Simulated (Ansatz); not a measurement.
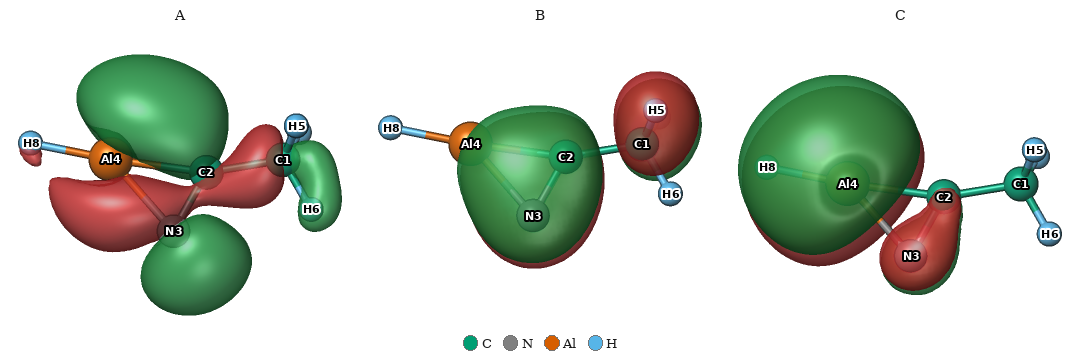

Figure. C2H4AlN (SMILES C[C]1=[N][AlH]1). Three frontier orbitals at ±0.08 Å⁻³ᐟ² (green and red are the two phases), in no order.

Geometry: PBE0-D4/def2-TZVP.

The calculation used RKS PBE0-D4/def2-TZVPP (Ansatz 0.2.0).

```
atom    x (Å)    y (Å)    z (Å)
   C  -0.1092   1.2864  -0.2808
   C   0.0924  -0.1639  -0.0408
   N   0.9169  -0.9662  -0.6257
  Al  -0.0534  -1.8772   0.6294
   H   0.0803   1.8471   0.6381
   H   0.5600   1.6361  -1.0723
   H  -1.1478   1.4788  -0.5619
   H  -0.2470  -3.2982   1.2581
```

### Order the three orbitals by energy and name them.

B is the HOMO−1 (−9.06 eV). Its weight (Hirshfeld) is mainly on N3 (about 45 %), C2 (about 25 %), Al4 (about 10 %) and C1 (about 10 %); π-bonding across N3–C2. A is the HOMO (−5.44 eV). Its weight (Hirshfeld) is mainly on N3 (about 40 %), Al4 (about 30 %), C2 (about 20 %) and C1 (about 5 %). C is the LUMO (−1.09 eV). Its weight (Hirshfeld) is mainly on Al4 (about 80 %), H8 (about 10 %) and N3 (about 5 %).

### What is the HOMO–LUMO gap?

4.35 eV between the orbital energies.
